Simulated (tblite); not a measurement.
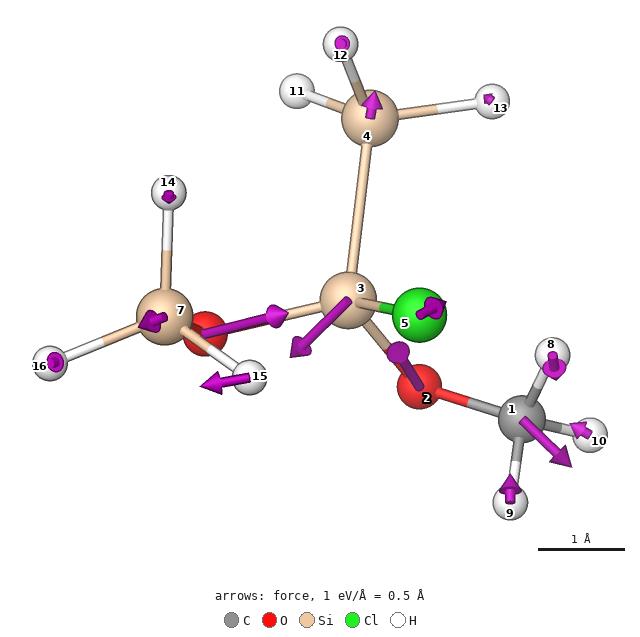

Starting geometry of CH9ClO2Si3 with the computed forces as purple arrows. Style: ball-and-stick. Shown at a tilt.

The calculation used tblite, GFN2-xTB geometry optimisation, gas phase. 

**Is this structure relaxed? If not, where do the atoms go?**

It isn't relaxed: the largest force vector, on an O atom, is 2.84 eV/Å. The final displacements follow the starting forces only in part (cosine between the two patterns 0.41). The atom that moves furthest after the best rigid fit is an O atom (1.30 Å). Largest moves by element: O 1.30 Å, H 1.14 Å, Cl 1.08 Å, Si 0.81 Å, C 0.19 Å. Among the contacts that change: Cl–Si 2.981 → 4.105 Å, Si–Si 2.760 → 3.185 Å, O–Si 1.718 → 1.609 Å, O–Si 1.706 → 1.624 Å. Bond angles that change, for instance: Si–O–Si 106.8° → 159.7°, C–O–Si 106.4° → 127.8°, O–Si–O 111.8° → 104.0°. Groups turn about C–O by about 85°, O–Si by about 80°, O–Si by about 60°. After 159 geometry steps the energy has fallen by 40.3 kcal/mol.
